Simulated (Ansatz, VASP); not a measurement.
**Cross-check of MoS2 between VASP and Ansatz**

Wanted: the spread between two codes on one cell, functional and k mesh. Of the first pair: The structure shown is the end of the VASP relaxation below. Valence electrons are named where the data sets of a main pair hold unlike numbers.

Calculated with Ansatz 0.2.0; plane waves, with VASP 6.6.1 beside it; single point at PBE with D3(BJ) and band structure at PBE with D3(BJ).

## Step 1: The structure

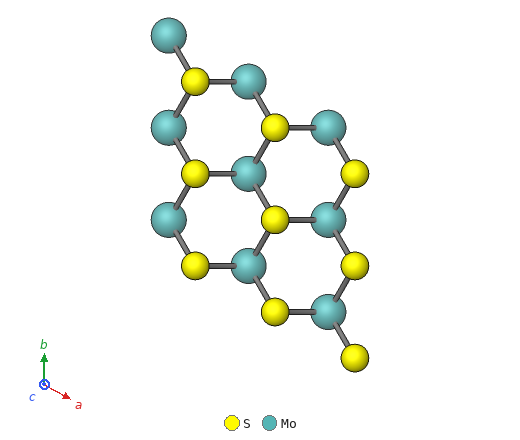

Start, viewed from above; sulfur yellow, molybdenum teal. 3×3×1 cells are drawn.

The cell holds 3 atoms: 2 S and 1 Mo. Its edges and angles: a = 3.169 Å, b = 3.169 Å, c = 18.130 Å, α = 90.0°, β = 90.0°, γ = 120.0°. It derives from MoS2. As first built, before any earlier steps moved the atoms (in the runner's words): kind sheets cut from a layered crystal; sheets 1. Vacuum lies along c.

Coordinates:

```xyz
3
Lattice="3.1690 0.0000 0.0000 -1.5845 2.7444 0.0000 0.0000 0.0000 18.1303" Properties=species:S:1:pos:R:3
S     1.5845    0.9148   10.6288
S     1.5845    0.9148    7.5015
Mo    0.0000    1.8296    9.0651
```

## Step 2: VASP: relaxation, PBE with D3(BJ)

This run makes the geometry at which the two programs are then compared.

Lines of VASP's logs that name or quote its potential files are left out, and so is its time.

INCAR reads:

```
SYSTEM = MoS2
PREC = Normal
ENCUT = 300
EDIFF = 1E-05
NELM = 120
ISMEAR = 0
SIGMA = 0.05
LREAL = .FALSE.
ALGO = Fast
GGA = PE
IVDW = 12
NBANDS = 15
LASPH = .TRUE.
LORBIT = 11
LWAVE = .FALSE.
LCHARG = .FALSE.
KPAR = 2
IBRION = 2
NSW = 40
ISIF = 2
EDIFFG = -0.03
POTIM = 0.4
MAXMIX = 40
IDIPOL = 3
LDIPOL = .TRUE.
DIPOL = 0.5 0.5 0.5
```

POSCAR reads:

```
MoS2
1.0
    3.1690000000      0.0000000000      0.0000000000
   -1.5845000000      2.7444345050      0.0000000000
    0.0000000000      0.0000000000     18.1302960000
S Mo
2 1
Direct
    0.6666666670      0.3333333330      0.5863277690
    0.6666666670      0.3333333330      0.4136722310
    0.3333333330      0.6666666670      0.5000000000
```

KPOINTS reads:

```
Automatic mesh
0
Gamma
9 9 1
0 0 0
```

The projector-augmented-wave data sets are S and Mo (PBE family, release 64).

Run with:

```
$ mpirun -np 2 vasp_std
```

Numbers of over 12 decimals in the logs are rounded to 6 here.

Output:

```text
[banner, memory and clock lines left out]
running    2 mpi-ranks, on    1 nodes
 distrk:  each k-point on    1 cores,    2 groups
 distr:  one band on    1 cores,    1 groups

 POSCAR found type information on POSCAR S Mo
 POSCAR found :  2 types and       3 ions
 LDA part: xc-table for (Slater+PW92), standard interpolation
 POSCAR, INCAR and KPOINTS ok, starting setup
 FFT: planning ... GRIDC
 FFT: planning ... GRID_SOFT
 FFT: planning ... GRID
 WAVECAR not read
 entering main loop
       N       E                     dE             d eps       ncg     rms          rms(c)
DAV:   1     0.101139347100E+03    0.10114E+03   -0.49821E+03   360   0.589E+02
DAV:   2    -0.134781807186E+02   -0.11462E+03   -0.10940E+03   574   0.158E+02
DAV:   3    -0.231814584049E+02   -0.97033E+01   -0.95859E+01   473   0.553E+01
DAV:   4    -0.233522058715E+02   -0.17075E+00   -0.17055E+00   458   0.877E+00
DAV:   5    -0.233571577353E+02   -0.49519E-02   -0.49515E-02   524   0.139E+00    0.263E+01
RMM:   6    -0.221547502430E+02    0.12024E+01   -0.43640E+00   360   0.109E+01    0.901E+00
RMM:   7    -0.219222224576E+02    0.23253E+00   -0.11192E+00   360   0.626E+00    0.730E+00
RMM:   8    -0.217948050071E+02    0.12742E+00   -0.62069E-01   360   0.454E+00    0.140E+00
RMM:   9    -0.217845512187E+02    0.10254E-01   -0.69174E-02   360   0.210E+00    0.497E-01
RMM:  10    -0.217845863013E+02   -0.35083E-04   -0.13556E-02   362   0.731E-01    0.182E-01
RMM:  11    -0.217845238916E+02    0.62410E-04   -0.19749E-03   367   0.320E-01    0.803E-02
RMM:  12    -0.217845588696E+02   -0.34978E-04   -0.88783E-04   369   0.169E-01    0.242E-02
RMM:  13    -0.217846750610E+02   -0.11619E-03   -0.22653E-04   362   0.913E-02    0.326E-02
RMM:  14    -0.217847674676E+02   -0.92407E-04   -0.10899E-04   344   0.540E-02    0.118E-02
RMM:  15    -0.217847993886E+02   -0.31921E-04   -0.34993E-05   285   0.326E-02    0.768E-03
RMM:  16    -0.217848240442E+02   -0.24656E-04   -0.40839E-05   304   0.286E-02    0.544E-03
RMM:  17    -0.217848552733E+02   -0.31229E-04   -0.60761E-06   244   0.162E-02    0.390E-03
RMM:  18    -0.217848926241E+02   -0.37351E-04   -0.54389E-06   243   0.105E-02    0.391E-03
RMM:  19    -0.217848927349E+02   -0.11081E-06   -0.11718E-06   216   0.670E-03
   1 F= -.22735124E+02 E0= -.22735124E+02  d E =-.227351E+02
 curvature:   0.00 expect dE= 0.000E+00 dE for cont linesearch  0.000E+00
 trial: gam= 0.00000 g(F)=  0.112E-03 g(S)=  0.000E+00 ort = 0.000E+00 (trialstep = 0.100E+01)
 search vector abs. value=  0.112E-03
 bond charge predicted
       N       E                     dE             d eps       ncg     rms          rms(c)
DAV:   1    -0.217846533793E+02    0.23924E-03   -0.45341E-03   458   0.365E-01    0.643E-02
RMM:   2    -0.217846574619E+02   -0.40826E-05   -0.17015E-04   360   0.900E-02    0.324E-02
RMM:   3    -0.217846688643E+02   -0.11402E-04   -0.64592E-05   343   0.496E-02    0.120E-02
RMM:   4    -0.217846717608E+02   -0.28965E-05   -0.38895E-05   305   0.326E-02
   2 F= -.22735207E+02 E0= -.22735207E+02  d E =-.829731E-04
 trial-energy change:   -0.000083  1 .order   -0.000057   -0.000112   -0.000001
 step:   1.0112(harm=  1.0112)  dis= 0.00149  next Energy=   -22.735181 (dE=-0.568E-04)
 reached required accuracy - stopping structural energy minimisation
```

Parts of OUTCAR (step 2):

```text
ion  position               nearest neighbor table
   1  0.667  0.333  0.586-   3 2.41   3 2.41   3 2.41
   2  0.667  0.333  0.414-   3 2.41   3 2.41   3 2.41
   3  0.333  0.667  0.500-   1 2.41   2 2.41   1 2.41   2 2.41   1 2.41   2 2.41

  LATTYP: Found a hexagonal cell.
 ALAT       =     3.1690000000
 C/A-ratio  =     5.7211410540

 Subroutine GETGRP returns: Found 12 space group operations
 (whereof 12 operations were pure point group operations)

The static configuration has the point symmetry D_3h.

 Found     12 irreducible k-points:

   k-points           NKPTS =     12   k-points in BZ     NKDIM =     12   number of bands    NBANDS=     15

   dimension x,y,z NGX =    14 NGY =   14 NGZ =   80
   dimension x,y,z NGXF=    28 NGYF=   28 NGZF=  160

   ENCUT  =  300.0 eV  22.05 Ry    4.70 a.u.   4.48  4.48 25.60*2*pi/ulx,y,z

   NELECT =      18.0000    total number of electrons

 k-points in reciprocal lattice and weights: Automatic mesh
   0.00000000  0.00000000  0.00000000       0.012
   0.11111111 -0.00000000  0.00000000       0.074
   0.22222222 -0.00000000  0.00000000       0.074
   0.33333333  0.00000000  0.00000000       0.074
   0.44444444 -0.00000000  0.00000000       0.074
   0.11111111  0.11111111  0.00000000       0.074
   0.22222222  0.11111111  0.00000000       0.148
   0.33333333  0.11111111  0.00000000       0.148
   0.44444444  0.11111111  0.00000000       0.074
   0.22222222  0.22222222  0.00000000       0.074
   0.33333333  0.22222222  0.00000000       0.148
   0.33333333  0.33333333  0.00000000       0.025

 Edisp (eV)   -0.95023

 dipolmoment           0.000000      0.000000     -0.000000 electrons x Angstroem

 average (electrostatic) potential at core
       1 -93.4575       2 -93.4575       3 -45.5770

 E-fermi :  -1.9302

 k-point     1 :       0.0000    0.0000    0.0000
  band No.  band energies     occupation
    ...
      5      -4.7598      2.00000
      6      -3.9468      2.00000
      7      -3.6316      2.00000
      8      -3.6316      2.00000
      9      -2.2168      2.00000
     10       0.6608      0.00000
     11       0.6609      0.00000
     12       0.8864      0.00000
     13       0.8864      0.00000
     14       3.2116      0.00000
    ...

 k-point     2 :       0.1111   -0.0000    0.0000
  band No.  band energies     occupation
    ...
      5      -4.6340      2.00000
      6      -4.5671      2.00000
      7      -3.9116      2.00000
      8      -3.2429      2.00000
      9      -2.3132      2.00000
     10       0.4362      0.00000
     11       0.4602      0.00000
     12       0.6886      0.00000
     13       0.9569      0.00000
     14       3.5025      0.00000
    ...

 k-point     3 :       0.2222   -0.0000    0.0000
  band No.  band energies     occupation
    ...
      5      -5.5164      2.00000
      6      -4.4837      2.00000
      7      -4.0636      2.00000
      8      -3.3856      2.00000
      9      -2.7634      2.00000
     10       0.0121      0.00000
     11       0.3045      0.00000
     12       0.6301      0.00000
     13       1.5209      0.00000
     14       4.1888      0.00000
    ...

 Edisp (eV)   -0.95054

  Total      -0.66520    -0.66520    -0.22518     0.00000     0.00000    -0.00000
  in kB      -6.75897    -6.75897    -2.28801     0.00000     0.00000    -0.00000
  external pressure =       -5.27 kB  Pullay stress =        0.00 kB

  energy-cutoff  :      300.00
  volume of cell :      157.68
      direct lattice vectors                 reciprocal lattice vectors
     3.169000000  0.000000000  0.000000000     0.315556958  0.182186895  0.000000000
    -1.584500000  2.744434505  0.000000000     0.000000000  0.364373789  0.000000000
     0.000000000  0.000000000 18.130296000     0.000000000  0.000000000  0.055156298

 POSITION                                       TOTAL-FORCE (eV/Angst)
 -----------------------------------------------------------------------------------
      1.58450      0.91481     10.62882         0.000000      0.000000     -0.000422
      1.58450      0.91481      7.50147        -0.000000      0.000000      0.000422
     -0.00000      1.82962      9.06515         0.000000     -0.000000      0.000000
 -----------------------------------------------------------------------------------
    total drift:                               -0.000005      0.000003      0.000000

  FREE ENERGIE OF THE ION-ELECTRON SYSTEM (eV)
  ---------------------------------------------------
  free  energy   TOTEN  =       -22.7352071422 eV

  energy  without entropy=      -22.7352071422  energy(sigma->0) =      -22.73520714

 reached required accuracy - stopping structural energy minimisation

 vacuum level on the upper side and lower side of the slab         3.733         3.733

 total charge
# of ion       s       p       d       tot
------------------------------------------
    1        1.364   2.340   0.000   3.704
    2        1.364   2.340   0.000   3.704
    3        0.420   0.608   4.448   5.475
--------------------------------------------------
tot          3.148   5.287   4.448  12.883

[... 3 further parts left out ...]
```

This run has no spin polarisation, so a moment on Mo, if there is one, isn't seen. The gap is read on the k-mesh alone, so it is an upper bound where the band edges lie off the mesh. The data set Mo keeps the semicore shell frozen, which is cheaper and a little less accurate. The run keeps the 12 symmetry operations of its start, so it cannot find a distortion of lower symmetry.

## Step 3: Ansatz: single point, PBE with D3(BJ)

Ansatz runs on its default PAW (the set named soft_2) files.

The same cell, functional, mesh and smearing now go to Ansatz, which takes its cutoff from its data sets.

input.yaml reads:

```yaml
crystal:
  lattice:
    - [3.169, 0.0, 0.0]
    - [-1.5845, 2.74443451, 0.0]
    - [0.0, 0.0, 18.130296]
  atoms:
    - { symbol: S, position: [0.66666667, 0.33333333, 0.58624657] }
    - { symbol: S, position: [0.66666667, 0.33333333, 0.41375343] }
    - { symbol: Mo, position: [0.33333333, 0.66666667, 0.5] }
hamiltonian:
  xc: pbe
  pseudopotentials: { kind: paw }
  dispersion: d3bj
kpoints:
  mp_grid: { grid: [9, 9, 1] }
scf:
  occupations: { method: gaussian, width: 0.05 }
  n_extra_bands: 4
efield:
  axis: 3
  dipole_correction: true
  ramp_width: 0.04
output:
  forces: true
  eigenvalues: true
  write_density: true
  write_potential: true
  elf: true
  volumetric_format: npy
```

Run with:

```
$ ansatz run input.yaml --threads 2 --pin off --max-ram 4608MiB --backend cpu --events-out ev --progress --plain --runs-dir out
```

Output:

```text
scf.n_extra_bands = 4 over 13 filled bands (N_el = 26.0): the run solves 17 bands
Engine: ansatz 0.2.0, aarch64-unknown-linux-gnu
Pseudopotentials: kind: paw
Pseudopotential: S, paw, valence charge 6, recommended cutoff 420 eV (normal), S.paw.azcp
Pseudopotential: Mo, paw, valence charge 14, recommended cutoff 420 eV (normal), Mo.paw.azcp
Functional definition: PBE
  parameter kappa = 0.804
  parameter beta = 0.066725
  exchange = pbe_x(kappa = kappa, mu = beta*pi^2/3)
  correlation = pbe_c(beta = beta)
Crystal: 3 atoms, lattice volume = 157.681 Å³
Basis set: ecut = 420 eV, 3061 PW (Γ), exchange–correlation on 48×48×250 points (8 copies of the dense FFT grid, shifted against one another)
Bands: 17, of which v1, the nominal top of the filled ones, is band 13 counted from 1 (12 counted from 0)
Symmetry: 6 space group operations
k-points: 12 of 81 (time reversal used)
Non-local potential: S, projectors of the file, l = 0: 2, l = 1: 2, l = 2: 2
Non-local potential: Mo, projectors of the file, l = 0: 3, l = 1: 2, l = 2: 2, l = 3: 1
PAW form: soft (Blöchl's): semilocal exchange-correlation on the pseudo side does not see the compensation charge
PAW one-centre angular grid: S, 110 points (default); XC on 64 Gauss nodes
PAW one-centre angular grid: Mo, 590 points (default); XC on 64 Gauss nodes
Initial density: superposition of atomic densities (neutral atoms: chi_scale 0, normalization atom), corrected by the library's trained network
Initial wavefunctions: pseudopotential atomic-orbital guess
Functional: x = pbe(κ = 0.804, μ = 0.219515), c = pbe(β = 0.066725)
SCF iter   1: F=—  HF=-6763.755204 eV  |F-HF|=—  |Δ(HF+E_count)|=         —  Δρ=3.22e-3  dr2=5.57e-3  ethr=1.77e-3  p=0.000 e·Å  D=2.64e-14 V/Å  ΔV_dip=-0.00 eV  dr2_dipole=2.17e-9  V_vac-E_F(+/−)=5.25/5.25 eV  ⟨swp⟩=9.5  Hψ=1441  notcnv=0
efield: sawtooth ramp at fractional position 0.9800 (placed from the atoms, in the widest stretch of the axis that holds none; the zero of the levels goes with the place), width 0.0400; the density the first Hamiltonian is built on has a dipole p = 0.000 e·Å; the dipole correction subtracts the counter field D = 2.64e-14 V/Å, which shifts the + side's vacuum level by -0.00 eV against the − side's; the planar-averaged density in the ramp window peaks in size at 5.4e-5 e/Å³
preconditioner: auto → none  [insulator: Δε(μ)=1.724 eV  Ē_g=8.068 eV  σ=0.050 eV  W_gap=1.00  n_scr=10 (ndim 8)  ℏωp=12.5 eV  f_vac=0.632  D(μ)=0.00/eV (n_scr^D=0)  ε∞_Penn≈3.4]
SCF iter   2: F=—  HF=-6763.762692 eV  |F-HF|=—  |Δ(HF+E_count)|=   7.49e-3  Δρ=2.13e-3  dr2=1.04e-2  ethr=2.14e-5  p=-0.000 e·Å  D=-3.53e-5 V/Å  ΔV_dip=0.00 eV  dr2_dipole=1.99e-7  V_vac-E_F(+/−)=5.07/5.07 eV  ⟨swp⟩=2.2  Hψ=497  notcnv=0
SCF iter   3: F=—  HF=-6763.763863 eV  |F-HF|=—  |Δ(HF+E_count)|=   1.17e-3  Δρ=1.74e-3  dr2=8.90e-3  ethr=2.14e-5  p=0.000 e·Å  D=1.57e-4 V/Å  ΔV_dip=-0.00 eV  dr2_dipole=1.15e-6  V_vac-E_F(+/−)=5.19/5.20 eV  ⟨swp⟩=2.1  Hψ=336  notcnv=0
SCF iter   4: F=—  HF=-6763.763913 eV  |F-HF|=—  |Δ(HF+E_count)|=   4.95e-5  Δρ=6.56e-4  dr2=5.39e-4  ethr=2.14e-5  p=-0.000 e·Å  D=-2.34e-4 V/Å  ΔV_dip=0.00 eV  dr2_dipole=2.77e-6  V_vac-E_F(+/−)=5.11/5.11 eV  ⟨swp⟩=2.1  Hψ=236  notcnv=0
SCF iter   5: F=—  HF=-6763.764219 eV  |F-HF|=—  |Δ(HF+E_count)|=   3.06e-4  Δρ=1.73e-4  dr2=3.14e-4  ethr=2.07e-6  p=0.001 e·Å  D=1.29e-3 V/Å  ΔV_dip=-0.02 eV  dr2_dipole=9.31e-5  V_vac-E_F(+/−)=5.07/5.09 eV  ⟨swp⟩=2.4  Hψ=295  notcnv=0
SCF iter   6: F=—  HF=-6763.764195 eV  |F-HF|=—  |Δ(HF+E_count)|=   2.39e-5  Δρ=4.61e-5  dr2=2.28e-6  ethr=1.21e-6  p=-0.000 e·Å  D=-3.45e-5 V/Å  ΔV_dip=0.00 eV  dr2_dipole=4.48e-8  V_vac-E_F(+/−)=5.08/5.08 eV  ⟨swp⟩=2.0  Hψ=233  notcnv=0
SCF iter   7: F=—  HF=-6763.764051 eV  |F-HF|=—  |Δ(HF+E_count)|=   1.45e-4  Δρ=1.30e-5  dr2=2.13e-7  ethr=8.76e-9  p=0.000 e·Å  D=9.19e-6 V/Å  ΔV_dip=-0.00 eV  dr2_dipole=7.77e-10  V_vac-E_F(+/−)=5.08/5.08 eV  ⟨swp⟩=3.8  Hψ=466  notcnv=0
SCF iter   8: F=-6763.764051 eV  HF=-6763.764051 eV  |F-HF|=1.34e-7  |Δ(HF+E_count)|=   1.89e-7  Δρ=4.61e-6  dr2=1.59e-8  ethr=3.85e-10  p=-0.000 e·Å  D=-2.47e-6 V/Å  ΔV_dip=0.00 eV  dr2_dipole=8.20e-12  V_vac-E_F(+/−)=5.08/5.08 eV  ⟨swp⟩=12.8  Hψ=1792  notcnv=0
SCF 1 converged in 8 iterations: F = -6763.764051 eV  dr2 = 1.59e-8
  greatest PAW one-centre occupation: 0.998 electrons in one spin orbital (limit 2), on the Mo atom at site 2 (counted from 0), in its partial waves of l = 0
WARN: The output density's exchange-correlation potential varies sharply where the density is thin. Do not read a vacuum level from v_tot or v_xc, or from such a field of the output density. On a cell that repeats whose density bears no net charge and no dipole along the vacuum's axis use v_es (v_loc + v_h of the components); under efield.dipole_correction with no amplitude use v_es + v_field, which holds any externa [...]
SCF converged after 8 iterations
Free energy (F): -6763.764051 eV
Harris-Foulkes:  -6763.764051 eV  (|F-HF|=1.34e-7)
Internal energy: -6763.764051 eV  (E = F + TS)
E sigma→0 (E₀):  -6763.764051 eV
Fermi energy:    0.410917 eV
Dipole field:    D = -0.000007 V/Å  (p = -0.000006 e·Å, saw-weighted, corrected)
Work function:   Φ+ = 5.0802 eV   Φ− = 5.0801 eV
Levels:          The Fermi level and band energies are counted from a zero that moves with the ramp; work functions are not
--- Per-component energies (eV) ---
  E_band       = -433.250763
  E_kinetic    = 655.661803
  E_local      = -14014.408806  (includes V_loc(G=0)·N_el)
  E_nonlocal   = 199.105831
  E_hartree    = 6642.221492
  E_xc         = -378.319996
  E_vxc        = -404.728080  (∫ρ·V_xc dr)
  E_paw        = -4401.517169  (= ΣΔE_a)
  E_vpaw       = -153.324535  (= ΣTr[D̂ρ^β])
  E_aug_tail   = 0.000042  (compensation charges beyond the density's cutoff)
  E_efield     = 0.000000  (sawtooth field / dipole correction)
  E_vefield    = 0.000000  (∫n·V_field dr)
  E_ewald      = 4534.443382
  E_disp       = -0.950630  (pairwise vdW)
  E_smearing   = -0.000000  (= −TS)
  E_closure    = 0.000000  (closes the sum)
  Σ components = -6763.764051   (vs F -6763.764051, Δ=0.00e0)
--- Forces (eV/Å), atoms counted from 1 ---
  atom   1  S      0.00000000    -0.00000000    -0.02348093
  atom   2  S      0.00000000    -0.00000000     0.02347584
  atom   3  Mo     0.00000000    -0.00000000     0.00001947
  max |Σ_I F_I| component: 1.44e-5 eV/Å
--- Band table (eV; the first three rows and the last of 12) ---
  k-point 0: bands = [... 9 lower, -2.2461, -1.9230, -1.9230, -0.4760, 2.3576, 2.3576, 2.6032, 2.6032]
  k-point 1: bands = [... 9 lower, -2.8483, -2.2030, -1.5326, -0.5723, 2.1532, 2.1671, 2.4045, 2.6625]
  k-point 2: bands = [... 9 lower, -2.7728, -2.3500, -1.6691, -1.0279, 1.7343, 2.0247, 2.3478, 3.2461]
  k-point 11: bands = [... 9 lower, -3.9900, -3.3297, -2.6080, -0.4510, 1.2729, 2.6148, 3.1375, 4.4891]
```

It took 4 s on 2 threads of Arm Neoverse N1, shared host; peak memory 0.35 GiB.

## Step 4: Differences

Known differences besides the potentials themselves: the data sets hold 26 valence electrons in Ansatz (on its default PAW (the set named soft_2) files) and 18 in VASP; the cutoff is 420 eV in Ansatz and 300 eV in VASP (PREC = Normal). Total energies have different zeros and are not compared.

The two programs side by side:

```
              quantity  Ansatz   VASP  difference
gap on the k mesh (eV)   1.724  1.719      +0.005
```

At this near-relaxed geometry the largest component of a force difference is 23 meV/Å. A gap on the mesh is an upper bound, since the band edges may lie between its points. With vacuum in the cell, a pressure given here is an average over mostly empty space and none of the material.

[end of part 1 of 2]

[Lines on the potential files, build, host, timing and source positions are cut from VASP's logs without a mark.]

[Logs are printed without paths, hosts, clocks, repeated set-up lines and the standing remarks that a program may print on its own settings, such as how far it seeks lower states.]

[Hosts, paths, dates, database ids (printed as entryN), source tags and the programs' standing remarks are cut or masked in the printed files.]
